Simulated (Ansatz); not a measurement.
The starting structures come from a database of crystals and need not be the phases stable at ambient conditions.

 Where the default PAW files enter, the runs use the earlier of Ansatz's two default sets.

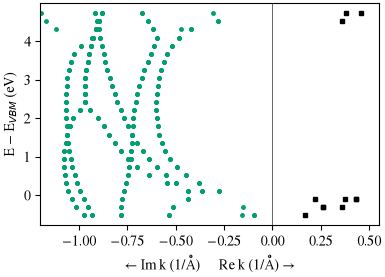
Fig. 1. Complex bands at the centre of the two-dimensional zone; Ansatz (a first-principles code) with r2SCAN

No gap correction and no spin-orbit coupling; mid-gap values are interpolated between computed energies.

### Question
This is KReO4 (I4_1/a, not sure to be the ambient phase, 12 atoms a cell, 16.9 Å³ an atom, -3 GPa at this level) along the normal of (001). Read off the slowest decay at the centre of the two-dimensional zone at 2.21 eV, the computed energy nearest the middle of the gap.

### Answer
κ ≈ 0.60 1/Å, a decay length 1/(2κ) of the density of 0.83 Å.
